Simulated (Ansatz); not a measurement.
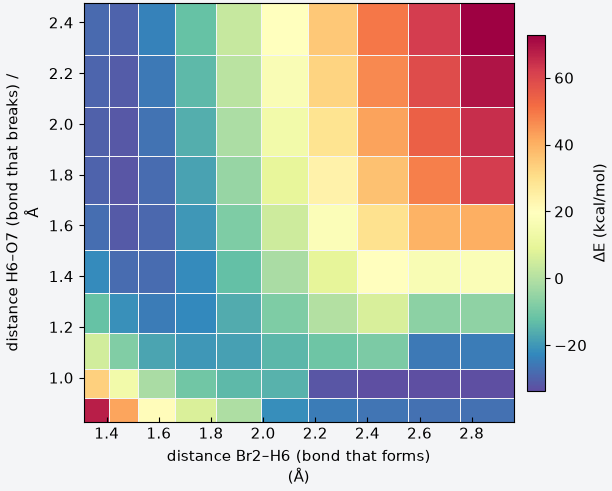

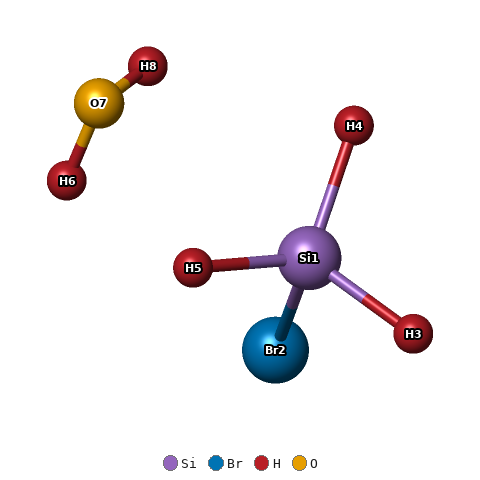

Energy landscape of the reacting system BrH₅OSi (fragments BrH₃Si + H₂O where the first distance is long, H₄OSi + BrH where the second is long). First axis: distance Br2–H6 (bond that forms). Second axis: distance H6–O7 (bond that breaks). Relaxed at each point: all other coordinates. Grid: 10 × 10 points. Points are written as (first, second). Energies are in kcal/mol, from a guessed transition structure relaxed with its forming and breaking bonds held. Energies and slopes of some neighbouring points disagree (a jump in structure or state, or too coarse a mesh). The reference is spin-restricted, so regions where a bond is pulled apart into radicals lie too high. Method: RKS PBE0-D4/def2-SVP (Ansatz).

Drawn: one coloured cell a grid point. The second picture is the structure at the lowest point.

### Where are the lowest and the highest points?

The lowest grid point is at (2.859 Å, 0.969 Å), −34 kcal/mol from a guessed transition structure relaxed with its forming and breaking bonds held. It lies on the edge of the grid, but the force there points inwards, so the minimum lies inside the range. Other grid points that lie below all their neighbours: (1.455 Å, 1.777 Å) (1.4 kcal/mol higher). The highest grid point, (2.859 Å, 2.373 Å), lies 107 kcal/mol above the lowest.

Time for the 100 points that were run: 37 min on 1 thread of Arm Neoverse V1, with other jobs on the host.
